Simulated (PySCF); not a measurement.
C₅H₅P, SMILES `c1ccpcc1`.

Computed with PySCF, PBE0/def2-SVPD, geometry: GFN2-xTB. No frequency check shows the geometry to be a minimum. GFN2-xTB bond lengths at metals and heavier atoms can be off by up to 0.1 Å and shapes distorted, which carries into these values.

Input script:

```python
import numpy as np
from pyscf import gto, scf, dft, lo
from pyscf.data.elements import chemcore

def solve(mol, dm0=None, hcore=None):
    mf = (dft.UKS if mol.spin else dft.RKS)(mol, xc='pbe0')
    mf.grids.level = 3
    mf = mf.density_fit(auxbasis='def2-universal-jkfit')
    mf.conv_tol, mf.max_cycle = 1e-8, 80
    if hcore is not None:
        mf.get_hcore = lambda *args: hcore
    mf.kernel(dm0)
    if not mf.converged:
        mf = mf.newton().run(mf.mo_coeff, mf.mo_occ, max_cycle=30)
    assert mf.converged, 'SCF not converged'
    return mf

mol = gto.M(atom='''
C     -1.67761    -0.00003     0.00000
C     -1.01068    -1.21520     0.00000
C      0.36359    -1.32747     0.00000
P      1.47972     0.00004     0.00000
C      0.36350     1.32750     0.00000
C     -1.01076     1.21514     0.00000
H     -2.75829    -0.00006     0.00000
H     -1.60094    -2.12338     0.00000
H      0.79825    -2.31990     0.00000
H      0.79809     2.31996     0.00000
H     -1.60108     2.12328     0.00000
''', basis='def2-svpd', charge=0, spin=0, verbose=4)
mf = solve(mol)
occ_all = mf.mo_coeff[:, mf.mo_occ > 0]
occ = occ_all[:, chemcore(mol):]
loc = lo.ibo.ibo(mol, occ, iaos=lo.iao.iao(mol, occ_all))
fock, s = mf.get_fock(), mf.get_ovlp()
ortho = lo.orth_ao(mol, 'meta_lowdin')
ortho = lo.vec_lowdin(lo.iao.iao(mol, occ_all), s)
labels = lo.iao.reference_mol(mol).ao_labels(fmt=None)
vir = lo.vvo.livvo(mol, occ_all, mf.mo_coeff[:, mf.mo_occ == 0])
both = np.hstack([loc, vir])
p = (ortho.T @ s @ both) ** 2
pop = np.array([p[[l[0] == a for l in labels]].sum(0) for a in range(mol.natm)])
spd = np.array([[p[[l[0] == a and l[2][-1] == k for l in labels]].sum(0) for k in 'spd'] for a in range(mol.natm)])
eps = np.einsum('pi,pq,qi->i', both, fock, both)
for i in np.argsort(eps):
    top = np.argsort(-pop[:, i])[:3]
    print('%3d %s %9.4f Eh ' % (i + 1, 'occ' if i < loc.shape[1] else 'vir', eps[i]), '  '.join('%s%d %.3f' % (mol.atom_symbol(a), a + 1, pop[a, i]) for a in top))
np.savez('result.npz', c=both, nocc=loc.shape[1], pop=pop, spd=spd, eps=eps, e=mf.e_tot)
```

Run with:

```sh
OMP_NUM_THREADS=1 python input.py
```

The run took 20 s on 1 thread of Arm Neoverse V2, on a shared host, peak memory 0.64 GiB.

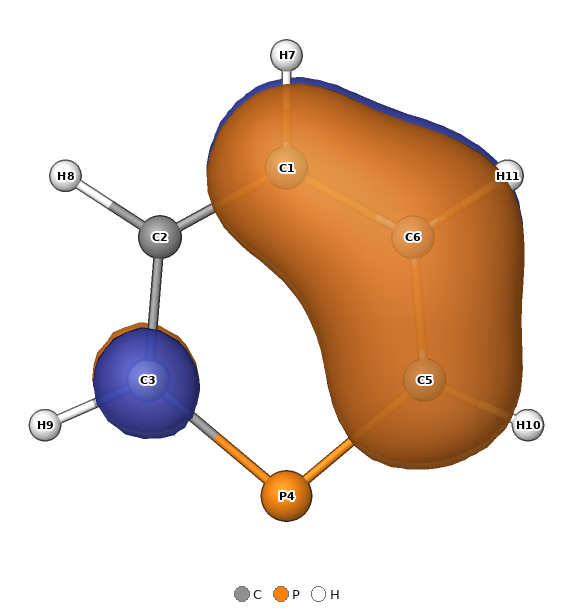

Intrinsic bond orbitals (IBO), occupied; each surface holds about 85 % of the orbital's density. Energies are diagonal elements of the Fock matrix.

Q: What does this orbital represent?

A: Delocalised π orbital mainly over C6, C5 and C1 (C6 49 %, C5 26 %, C1 21 %; −8.9 eV).

Q: How do all the valence pairs divide up?

A: 15 pairs: 11 σ bonds, 3 delocalised π orbitals and 1 lone pair.
